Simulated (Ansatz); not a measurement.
Take AlN in the wurtzite structure (space group P6_3mc, No. 186; a = 3.089 Å, c = 4.943 Å) as the base.

Structures relaxed with plane-wave PAW DFT at the LDA level (Ansatz, a first-principles code, 420 eV), spin-orbit coupling left out.

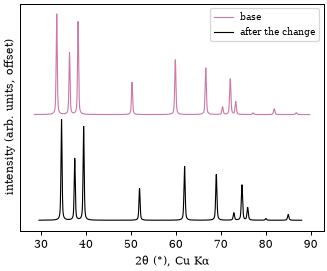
Figure. Simulated powder patterns before (top) and after one change

Task: Which change produced these results?
(A) isotropic strain −3.00 %
(B) isotropic strain −2.40 %
(C) isotropic strain −1.80 %
(D) isotropic strain −1.20 %

Result: A, isotropic strain −3.00 %. Its volume per atom is 9.32 Å³ against 10.21 Å³, and its space group is P6_3mc (No. 186).

No phonon test of stability was made.
